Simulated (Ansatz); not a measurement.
# Si2 (disilicon) at UHSE06/6-31G

What is the electronic atomisation energy of Si2 (disilicon) at UHSE06/6-31G? 

The calculation is run with Ansatz 0.2.0.

65 further runs of the same task are left out: 32 that didn't finish, 33 set aside as unsound or not needed.

### 1 The molecule

Si2: 2 atoms, total charge 0, spin state triplet. As SMILES, `[Si]=[Si]`. The coordinates come from a GFN2-xTB relaxation.

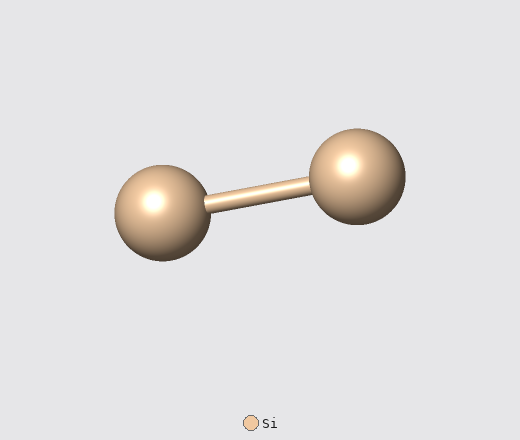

Viewed from a chosen angle; silicon light orange.

### 2 A single-point energy at UHSE06/6-31G

Contents of in.yaml:

```yaml
crystal:
  periodic: [false, false, false]
  atoms:
    - {symbol: Si, position_ang: [0.000000, 0.000000, 0.000000]}
    - {symbol: Si, position_ang: [0.000000, 0.000000, 2.174210]}
basis:
  gaussian:
    orbitals: 6-31G
hamiltonian:
  xc: hse06
accuracy: high
magnetization:
  spin_polarized: true
  initial_magnetization: 2
```

The run is started by

```
ansatz run in.yaml --threads 1 --pin off --max-ram 2610MiB --events-out events.jsonl --progress --plain --runs-dir runs
```

The program printed:

```text
Warning: RAYON_NUM_THREADS=1 ignored (pool sized by the plan → 1); use --threads N
Functional definition: HSE06
  name "HSE06"
  parameter a = 0.25
  parameter omega = 0.11/bohr
  exchange = pbe_x - a*pbe_x_sr(omega) + a*exact_x_sr(omega)
  correlation = pbe_c
504 factors; integrals over basis functions are off by at most 2.8e-9 eV
82 factors; integrals over basis functions are off by at most 2.4e-9 eV
mean field evaluation 1: about -15742.5305 eV, gradient 3.2e0 eV
mean field evaluation 2: about -15742.6429 eV, gradient 1.2e0 eV
mean field evaluation 4: about -15742.6561 eV, gradient 1.1e-1 eV
mean field evaluation 8: about -15742.6563 eV, gradient 4.0e-4 eV
mean field evaluation 16: about -15742.6563 eV, gradient 1.8e-7 eV
mean field evaluation 32: about -15742.7926 eV, gradient 1.3e-2 eV
mean field evaluation 64: about -15742.7926 eV, gradient 3.4e-6 eV
mean field -15742.79258773 eV, -578.5369567509 hartree, gradient 3.8e-9 eV, S^2 2.003574; 7 other end points of the search recorded, 0 dependent functions left out
reference -15742.79258991 eV, -578.5369568310 hartree; 15, 13 occupied and 11, 13 virtual orbitals, 504 factors
Total energy: -15742.79258991 eV, -578.5369568310 hartree
```

It took 9.3 s on 1 thread of Arm Neoverse V1, shared host; peak memory 0.12 GiB.

### 3 The Si atom

Contents of input.yaml:

```yaml
basis:
  gaussian: {orbitals: 6-31G}
crystal:
  periodic: [false, false, false]
  atoms:
    - symbol: Si
      position_ang: [0.000000, 0.000000, 0.000000]
magnetization: {spin_polarized: true, initial_magnetization: 2}
hamiltonian: {xc: hse06}
accuracy: high
```

The run is started by

```
ansatz run input.yaml --threads 1 --pin off --max-ram 2610MiB --events-out events.jsonl --progress --plain --runs-dir runs
```

The program printed (excerpt; [...] marks lines left out):

```text
Warning: RAYON_NUM_THREADS=1 ignored (pool sized by the plan → 1); use --threads N
[... 6 set-up lines as earlier in the session ...]
79 factors; integrals over basis functions are off by at most 2.6e-9 eV
23 factors; integrals over basis functions are off by at most 5.7e-10 eV
mean field evaluation 1: about -7870.0709 eV, gradient 1.5e0 eV
mean field evaluation 2: about -7870.0962 eV, gradient 4.6e-1 eV
mean field evaluation 4: about -7870.0984 eV, gradient 4.4e-2 eV
mean field evaluation 8: about -7870.0984 eV, gradient 6.8e-6 eV
mean field evaluation 16: about -7870.1096 eV, gradient 1.1e-2 eV
mean field evaluation 32: about -7870.0984 eV, gradient 3.4e-3 eV
mean field -7870.09838358 eV, -289.2207810521 hartree, gradient 7.5e-9 eV, S^2 2.000000; 1 other end points of the search recorded, 0 dependent functions left out
reference -7870.09838552 eV, -289.2207811237 hartree; 8, 6 occupied and 5, 7 virtual orbitals, 79 factors
Total energy: -7870.09838552 eV, -289.2207811237 hartree
```

It took 1.4 s on 1 thread of Arm Neoverse V1, shared host.

### 4 Summary of results

Level: UHSE06/6-31G.

```
                     quantity          value
       molecule: total energy  -578.53696 Eh
               molecule: ⟨S²⟩          2.004
        Si atom: total energy  -289.22078 Eh
                Si atom: ⟨S²⟩          2.000
electronic atomisation energy       2.596 eV
```

Taking the molecule apart into free atoms costs 2.60 eV (250 kJ/mol), before zero-point energy and without spin-orbit coupling. The basis has no polarisation functions, which makes bonds too weak.
